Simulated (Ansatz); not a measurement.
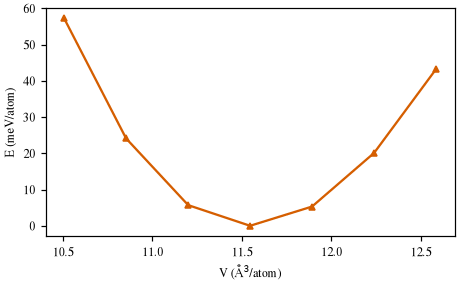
Figure: BP (zinc blende, F-43m) under volume change, plane-wave PAW PBEsol (Ansatz code), scaled uniformly.

**Question.** What does a third-order Birch–Murnaghan fit give for V₀, B₀ and B′?

**Answer.** V₀ = 11.54 Å³/atom, B₀ = 169 GPa, B′ = 3.8.

The PBEsol relaxation kept the symmetry of its start.

Potentials: the later of the program's two PAW sets.
